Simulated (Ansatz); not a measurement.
Bands of a (5,5) silicon nanotube, along its axis.

Calculation: PBE (plane waves to 420 eV, PAW; Ansatz, a quantum-chemistry and plane-wave program). Mesh 1×1×18. No spin polarisation. It repeats along c; a and b span vacuum. A hypothetical model, rolled from the flat sheet. Symmetry and one short period hold its shape; lower forms weren't sought.

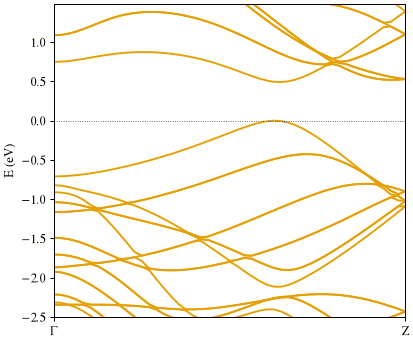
Figure. Bands from the zone centre to the zone edge (period 3.85 Å); the dotted line marks the highest filled level

**Question.** Is it a metal or a semiconductor at this level? Give what the bands show.

**Answer.** A semiconductor in PBE.
* **PBE gap**: 0.49 eV, nearly direct, from k = 0.312 × 2π/c to k = 0.323 × 2π/c
